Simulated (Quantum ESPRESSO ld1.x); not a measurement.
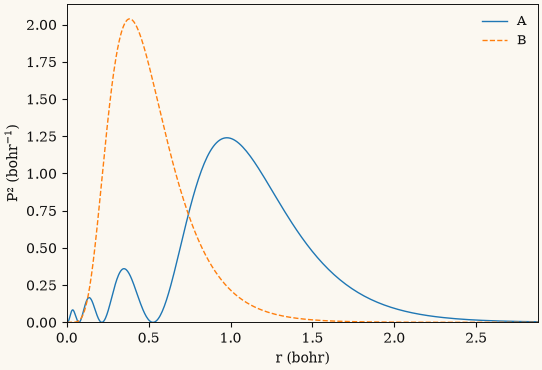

Atomic platinum (Pt); electrons: [Xe] 4f14 5d9 6s1 (high spin). Theory: scalar-relativistic Kohn-Sham, LDA (Slater exchange, Perdew-Zunger correlation), spin-polarised, spherical densities, point nucleus, Perdew-Zunger self-interaction correction (computed with Quantum ESPRESSO ld1.x 7.5).

The plot shows the radial probability densities P² of 4f up and 5p up.

> Which curve belongs to which orbital?

A is 5p up; B is 4f up. 4f up: outer maximum at 0.384 bohr, ⟨r⟩ = 0.514 bohr, 0 nodes, eigenvalue −89.4 eV; 5p up: outer maximum at 0.980 bohr, ⟨r⟩ = 1.11 bohr, 3 nodes, eigenvalue −64.2 eV.
